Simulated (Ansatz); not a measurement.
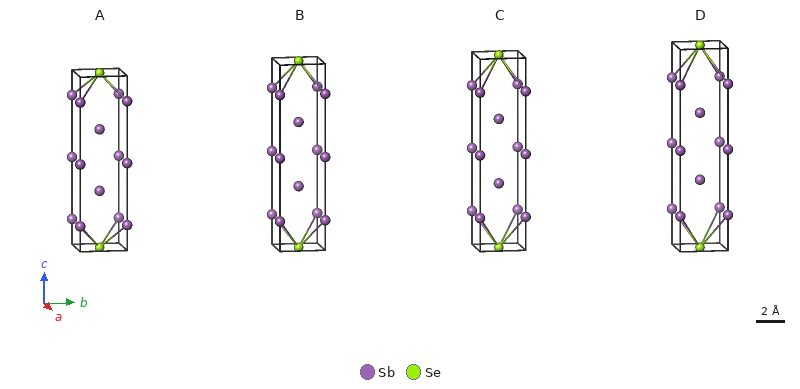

4 geometries from one relaxation of solid Sb$_{5}$Se (a generated structure, set up in P4/mmm) (coarse preliminary run), in shuffled order. A ball-and-stick model of the cell of the calculation, seen slightly off an axis.

Method: DFT PBE, scalar-relativistic, plane waves, PAW in Ansatz. Set-up: plane-wave cutoff 420 eV; k-point mesh 6 × 6 × 1; occupations gaussian; smearing width 0.1 eV; no spin polarisation; cell and atoms relaxed; force threshold 0.04 eV/Å; at most 70 steps.

Q: Put them in the order of the run, from the start to the converged end.

A: D, C, B, A. They are steps 0, 1, 2, 7, at +1.237 eV per cell of the calculation, +0.552 eV per cell of the calculation, +0.304 eV per cell of the calculation relative to the last. The energy falls by 1.237 eV per cell of the calculation in 5 accepted moves (7 points after the start). The largest force component goes from 0.11 to 0.014 eV/Å. The pressure goes from −6.58 to 0.01 GPa. The line search rejected the trial step at point 4 of the run. The SCF was repeated once at an unchanged geometry on a basis and grid sized afresh for the cell, which shifted the energy by 4.6 meV per cell of the calculation at most. The largest moves relative to the cell, 0.40 Å, are those of Sb atoms. Se stays in place. Cell: a = b 3.551 → 3.495 Å (−1.6 %), c 15.041 → 12.981 Å (−13.7 %). Volume −16.4 %. Among the contacts that change: Sb–Se 3.648 → 3.109 Å, Se–Se 3.551 → 3.495 Å. The space group stays P4/mmm (No. 123). The run took 37 s on 1 thread of Intel(R) Xeon(R) Platinum 8488C (Sapphire Rapids), with other jobs on the host, peak memory 0.53 GiB.
